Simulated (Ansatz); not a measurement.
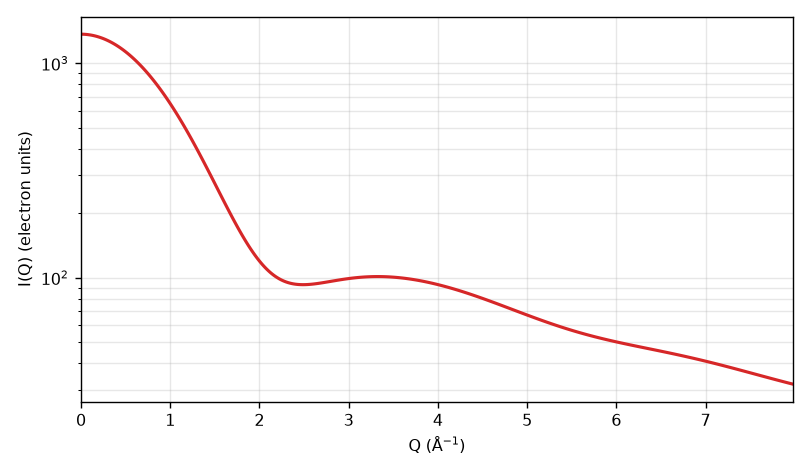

Elastic X-ray scattering of a randomly oriented, rigid molecule, calculated with the Debye equation from neutral-atom form factors (independent atoms, no Compton part, no vibration). The geometry is the end point of an optimisation (RKS B3LYP/cc-pVDZ in Ansatz); it may be a saddle point or a higher isomer. It contains C, Si, N, H.

Q: How many electrons does the independent-atom model of the molecule hold?

A: I(0) is the square of the electron number: I(0) = 1370, so about 37 electrons, the count of C2H4NSi counted as neutral atoms.

Q: What radius of gyration does the initial fall-off give?

A: From I(Q) ≈ I(0) exp(−Q²R²/3) at small Q, R ≈ 1.51 Å. It is larger than the electron-weighted radius of the nuclear positions alone (1.28 Å), because each atom's electron cloud adds to it.
